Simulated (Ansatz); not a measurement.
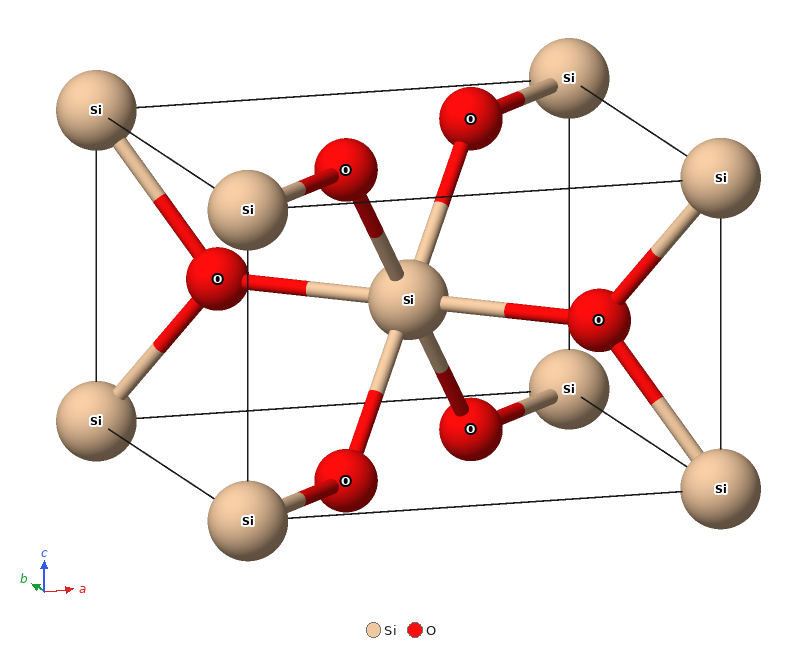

A ball-and-stick rendering, viewed slightly off an axis. Lines trace the edges of the conventional unit cell. Cell: a = 4.155 Å, b = 4.155 Å, c = 2.662 Å, α = 90.00°, β = 90.00°, γ = 90.00°.

Its composition is SiO2. It belongs to space group P4_2/mnm (No. 136) and has a primitive tetragonal lattice. Its structure type: rutile. The cell has 6 atoms, namely 2 Si, 4 O. Around each Si lie six O in a distorted octahedral arrangement at about 1.8 Å. The O atoms are each bonded to three Si at about 1.8 Å. The bonds build a three-dimensional framework.

The structure was taken from a structure listed in the Materials Project. It was relaxed with DFT LDA, scalar-relativistic, plane waves, PAW (Ansatz 0.2.0).
